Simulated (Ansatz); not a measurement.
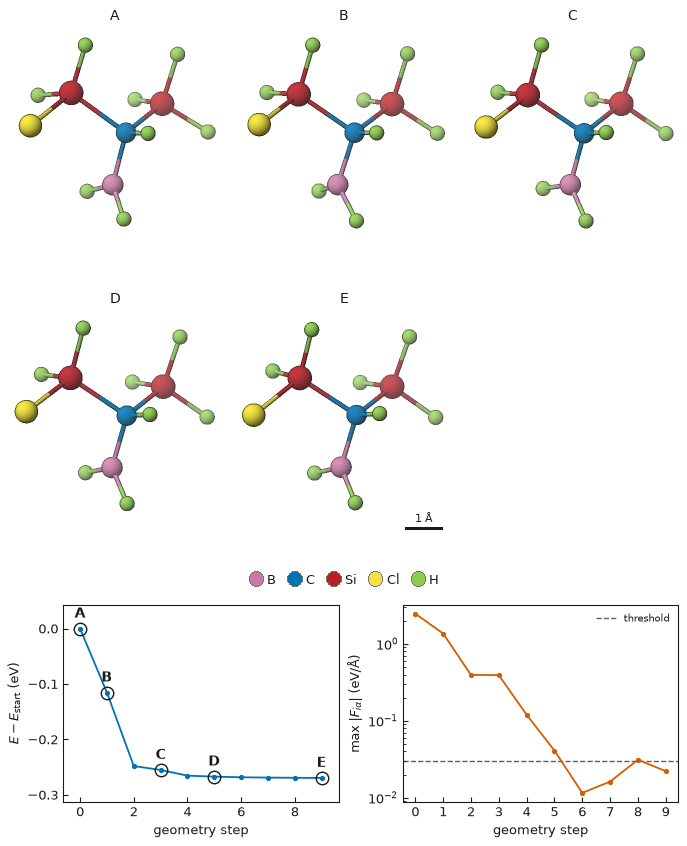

Frames of a relaxation of CH8BClSi2 (coarse preliminary run), marked on the history of the run. A ball-and-stick model, seen at a tilt.

The start comes from a force field.

Level of theory: Ansatz, RKS PBE-D4/def2-SVP. Set-up: force threshold 0.03 eV/Å; at most 200 steps.

Question: Describe the path.

Answer: Over 9 geometry steps the energy falls by 0.269 eV. The largest force component goes from 2.5 to 0.022 eV/Å. The Cl atom moves most after the best rigid fit: 0.34 Å. Largest moves by element: Cl 0.34 Å, H 0.27 Å, B 0.16 Å, C 0.08 Å, Si 0.06 Å. Near-neighbour distances that change, for instance: H–Si 1.420 → 1.503 Å, C–Si 1.846 → 1.911 Å, B–H 1.176 → 1.221 Å, Cl–Si 2.129 → 2.094 Å. Bond angles that change, for instance: B–C–Si 113.7° → 108.1°, H–Si–H 114.5° → 110.6°, Cl–Si–H 104.3° → 107.9°. From step 0 to 1: the B atom moves most (0.16 Å), energy −0.115 eV. From step 1 to 3: an H atom moves most (0.21 Å), energy −0.140 eV. From step 3 to 5: the Cl atom moves most (0.10 Å), energy −0.012 eV. From step 5 to 9: the Cl atom moves most (0.15 Å), energy −0.002 eV.
